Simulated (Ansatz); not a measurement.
**TiPt3, response to strain**

The parent structure is TiPt₃ in the Cu3Au type structure (space group Pm-3m, No. 221; a = 3.900 Å; relaxed with 0.1 eV smearing). Axes: x, y, z lie along the cube axes.

Strains are applied to the cell and any free atomic positions relax; under biaxial strain the out-of-plane vector relaxes too.

The values are results of Kohn–Sham DFT with the PBEsol functional, run in Ansatz (a quantum-chemistry and plane-wave program) with PAW and 420 eV plane waves, without spin-orbit coupling, not measurements.

Notes on the quantities. pressure: mean of the normal stresses, compression positive.

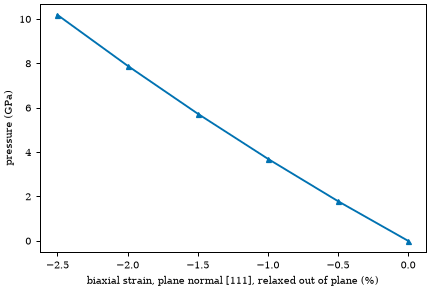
Figure: Pressure against biaxial strain, plane normal [111], relaxed out of plane

```csv
"biaxial strain, plane normal [111], relaxed out of plane (%)",pressure
-2.5,10.2 GPa
-2,7.9 GPa
-1.5,5.7 GPa
-1,3.7 GPa
-0.5,1.8 GPa
```

No phonon test of stability was made. The final runs are not spin-polarised.
